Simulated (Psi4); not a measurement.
**C2H3Cl (SMILES C=CCl): CCSD(T)/def2-SVPD**

Aim: the energy change on altering one bond length of C2H3Cl at CCSD(T)/def2-SVPD, from 2 runs. 

The calculation is run with Psi4 1.11.

## (1) The system as given

C2H3Cl has 6 atoms, charge 0, and is taken as a singlet. As SMILES, `C=CCl`. Geometry: relaxed at PBE0-D4/def2-TZVP.

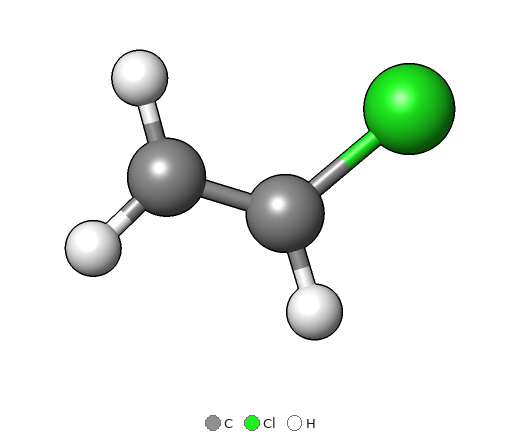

The structure, seen from a chosen angle (carbon grey, chlorine green, hydrogen white).

## (2) The energy at CCSD(T)/def2-SVPD

Input file c2h3cl.xyz:

```xyz
6
C2H3Cl
C     -0.461860     0.202020    -0.539180
C      0.378470    -0.011560     0.455830
Cl     0.897380    -1.579540     0.939640
H     -0.883050    -0.607730    -1.121290
H     -0.744690     1.217510    -0.788270
H      0.813760     0.779300     1.053260
```

Input file c2h3cl_ase.py:

```python
import numpy as np
from ase.calculators.psi4 import Psi4
from ase.io import read

a = read('c2h3cl.xyz')
calc = Psi4(atoms=a, method='ccsd(t)', basis='def2-SVPD', memory='1600MB', num_threads=1, charge=0, multiplicity=1, label='psi4-calc')
calc.psi4.set_options({'puream': True, 'e_convergence': 1e-09, 'd_convergence': 1e-08, 'scf_type': 'pk', 'num_frozen_docc': 7})
a.calc = calc

print(f'energy: {a.get_potential_energy():.6f} eV')
```

Command:

```console
$ python c2h3cl_ase.py
```

psi4-calc.dat:

```text
[...]
  Running in c1 symmetry.
[...]
  Nuclear repulsion =   89.268856973997785
[...]
  Multiplicity = 1
[...]
  Nalpha       = 16
  Nbeta        = 16
[...]
    Number of basis functions: 91
[...]
   @RHF iter   1:  -536.70201681018045   -4.02402e-01   3.16056e-03 ADIIS/DIIS
[...]
   @RHF iter  12:  -536.75840641124296   -2.84217e-12   3.10486e-09 DIIS
[...]
    Orbital Energies [Eh]
    ---------------------
    Doubly Occupied:
       1A   -104.812642     2A    -11.307148     3A    -11.255201
       4A    -10.572013     5A     -8.047276     6A     -8.043859
       7A     -8.043757     8A     -1.161095     9A     -1.011555
      10A     -0.788459    11A     -0.667591    12A     -0.622075
      13A     -0.534391    14A     -0.515675    15A     -0.456261
      16A     -0.375243
[...]
  @RHF Final Energy:  -536.75840641124296
   => Energetics <=
    Nuclear Repulsion Energy =             89.2688569739977851
    One-Electron Energy =                -915.6260463054761658
    Two-Electron Energy =                 289.5987829202354078
    Total Energy =                       -536.7584064112429587
[...]
 Multipole Moments:
 ------------------------------------------------------------------------------------
     Multipole            Electronic (a.u.)      Nuclear  (a.u.)        Total (a.u.)
 ------------------------------------------------------------------------------------
 L = 1.  Multiply by 2.5417464519 to convert [e a0] to [Debye]
 Dipole X            :          2.2561087           -2.4890928           -0.2329841
 Dipole Y            :         -3.7512892            4.3255982            0.5743090
 Dipole Z            :          2.3823613           -2.6113827           -0.2290213
 Magnitude           :                                                    0.6607293
[...]
      * MP2 total energy                      = -537.183822626450478
[...]
      * CCSD total energy                     = -537.217398228401976
[...]
      * CCSD(T) total energy                  = -537.233986458357663
```

The script printed:

```text
energy: -14618.881391 eV
```

Run time: 35 s. Hardware: 1 thread of Intel Xeon Platinum 8259CL at 2.50GHz (Skylake/Cascade Lake), shared host; peak memory 0.68 GiB.

## (3) The distorted shape, same level

Input file c2h3cl.xyz:

```xyz
6
C2H3Cl
C     -0.398662     0.323520    -0.451837
C      0.441668     0.109940     0.543173
Cl     0.960578    -1.458040     1.026983
H     -0.883050    -0.607730    -1.121290
H     -0.681492     1.339010    -0.700927
H      0.876958     0.900800     1.140603
```

Input file job.py:

```python
import psi4

psi4.set_memory(1600000000)
psi4.set_num_threads(1)
psi4.set_output_file('c2h3cl.out', False)

with open('c2h3cl.xyz') as f:
    atoms = ''.join(f.readlines()[2:])
mol = psi4.geometry('0 1\n' + atoms + 'symmetry c1\nno_reorient\nno_com')

psi4.set_options({
    'basis': 'def2-SVPD',
    'puream': True,
    'e_convergence': 1e-09,
    'd_convergence': 1e-08,
    'scf_type': 'pk',
    'num_frozen_docc': 7,
})

E, wfn = psi4.energy("ccsd(t)", return_wfn=True)
print(f'ccsd(t) energy: {E:.10f} Eh')
for k, v in sorted(psi4.core.scalar_variables().items()):
    print(f'{k:45s} {v:18.10f}')
```

Command:

```console
$ python job.py
```

c2h3cl.out:

```text
[...]
  Running in c1 symmetry.
[...]
  Nuclear repulsion =   88.696994537959100
[...]
  Multiplicity = 1
[...]
  Nalpha       = 16
  Nbeta        = 16
[...]
    Number of basis functions: 91
[...]
   @RHF iter   1:  -536.69189135964655   -4.71238e-01   2.97954e-03 DIIS/ADIIS
[...]
   @RHF iter  12:  -536.74395385690195   -3.52429e-12   3.34872e-09 DIIS
[...]
    Orbital Energies [Eh]
    ---------------------
    Doubly Occupied:
       1A   -104.812698     2A    -11.308323     3A    -11.271232
       4A    -10.572100     5A     -8.047361     6A     -8.043935
       7A     -8.043827     8A     -1.160714     9A     -1.007398
      10A     -0.775529    11A     -0.668290    12A     -0.602238
      13A     -0.520234    14A     -0.515976    15A     -0.456528
      16A     -0.376141
[...]
  @RHF Final Energy:  -536.74395385690195
   => Energetics <=
    Nuclear Repulsion Energy =             88.6969945379590996
    One-Electron Energy =                -914.5168458618679779
    Two-Electron Energy =                 289.0758974670068824
    Total Energy =                       -536.7439538569019533
[...]
 Multipole Moments:
 ------------------------------------------------------------------------------------
     Multipole            Electronic (a.u.)      Nuclear  (a.u.)        Total (a.u.)
 ------------------------------------------------------------------------------------
 L = 1.  Multiply by 2.5417464519 to convert [e a0] to [Debye]
 Dipole X            :        -30.2727836           30.0471707           -0.2256129
 Dipole Y            :         39.4205250          -38.8411284            0.5793966
 Dipole Z            :        -32.9593788           32.7397187           -0.2196602
 Magnitude           :                                                    0.6594332
[...]
      * MP2 total energy                      = -537.171644927650732
[...]
      * CCSD total energy                     = -537.205597269706573
[...]
      * CCSD(T) total energy                  = -537.222608041047579
```

Standard output:

```text
ccsd(t) energy: -537.2226080410 Eh
(T) CORRECTION ENERGY                              -0.0170107713
CC D1 DIAGNOSTIC                                    0.0285969190
CC D2 DIAGNOSTIC                                    0.1957942010
CC NEW D1 DIAGNOSTIC                                0.0285969190
CC T1 DIAGNOSTIC                                    0.0106827627
CCSD CORRELATION ENERGY                            -0.4616434128
CCSD DOUBLES ENERGY                                -0.4616434128
CCSD ITERATIONS                                    16.0000000000
CCSD OPPOSITE-SPIN CORRELATION ENERGY              -0.3651725328
CCSD SAME-SPIN CORRELATION ENERGY                  -0.0964708800
CCSD SINGLES ENERGY                                 0.0000000000
CCSD TOTAL ENERGY                                -537.2055972697
CCSD(T) CORRELATION ENERGY                         -0.4786541841
CCSD(T) TOTAL ENERGY                             -537.2226080410
CURRENT CORRELATION ENERGY                         -0.4786541841
CURRENT ENERGY                                   -537.2226080410
CURRENT REFERENCE ENERGY                         -536.7439538569
DD SOLVATION ENERGY                                 0.0000000000
HF KINETIC ENERGY                                 535.9723832022
HF POTENTIAL ENERGY                             -1072.7163370591
HF TOTAL ENERGY                                  -536.7439538569
HF VIRIAL RATIO                                     2.0014395717
MP2 CORRELATION ENERGY                             -0.4276910708
MP2 DOUBLES ENERGY                                 -0.4276910708
MP2 OPPOSITE-SPIN CORRELATION ENERGY               -0.3224114042
MP2 SAME-SPIN CORRELATION ENERGY                   -0.1052796666
MP2 SINGLES ENERGY                                 -0.0000000000
MP2 TOTAL ENERGY                                 -537.1716449277
NUCLEAR REPULSION ENERGY                           88.6969945380
ONE-ELECTRON ENERGY                              -914.5168458619
PCM POLARIZATION ENERGY                             0.0000000000
PE ENERGY                                           0.0000000000
SCF ITERATION ENERGY                             -536.7439538569
SCF ITERATIONS                                     12.0000000000
SCF TOTAL ENERGY                                 -536.7439538569
TWO-ELECTRON ENERGY                               289.0758974670
```

Run time: 35 s. Hardware: 1 thread of Intel Xeon Platinum 8259CL at 2.50GHz (Skylake/Cascade Lake), shared host; peak memory 0.67 GiB.

## (4) What came out

Level: CCSD(T)/def2-SVPD, 7 core orbitals frozen.

```
                                                         quantity          value
                                        first shape: total energy  -537.23399 Eh
                 first shape: HOMO energy (Hartree–Fock orbitals)      -10.21 eV
                 first shape: LUMO energy (Hartree–Fock orbitals)        2.83 eV
               first shape: HOMO–LUMO gap (Hartree–Fock orbitals)       13.04 eV
         first shape: correlation energy (7 core orbitals frozen)     -475.6 mEh
                                      first shape: (T) correction     -16.59 mEh
                                       first shape: T1 diagnostic          0.011
                                    distorted shape: total energy  -537.22261 Eh
             distorted shape: HOMO energy (Hartree–Fock orbitals)      -10.24 eV
             distorted shape: LUMO energy (Hartree–Fock orbitals)        2.87 eV
           distorted shape: HOMO–LUMO gap (Hartree–Fock orbitals)       13.10 eV
     distorted shape: correlation energy (7 core orbitals frozen)     -478.7 mEh
                                  distorted shape: (T) correction     -17.01 mEh
                                   distorted shape: T1 diagnostic          0.011
energy change with the C1–H4 bond stretched from 1.083 to 1.245 Å       0.310 eV
```

In words: With the C1–H4 bond stretched from 1.083 to 1.245 Å the energy rises by 0.31 eV (29.9 kJ/mol). The first shape isn't relaxed at this level, so the change isn't measured from a minimum. The triples (first shape) make up 3.5 % of the correlation energy. The triples (distorted shape) make up 3.6 % of the correlation energy.
